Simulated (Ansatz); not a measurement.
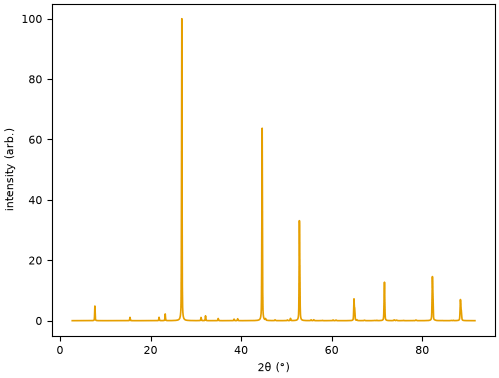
Figure: Simulated powder pattern, Cu Kα, λ = 1.54184 Å

The pattern belongs to a structure relaxed with DFT-PBE in the program Ansatz with PAW potentials.

Q: Which compound is it?
(A) AlGa3As4, P-4m2 (Pearson symbol tP8)
(B) GaAs, zinc blende
(C) GaMo2N, P6_3/mmc (Ga on 2d, Mo on 4f, N on 2a)
(D) AlN, zinc blende

A: A, AlGa3As4, P-4m2 (Pearson symbol tP8)

The start of the workflow was typed in or built on a structure type; neither database checked (COD, Materials Project) lists it. Whether it is the stable phase at ambient conditions was not checked. The PBE relaxation kept the symmetry of its start; whether a distortion lowers the energy is not shown.

Potentials: the earlier of the program's two PAW sets.
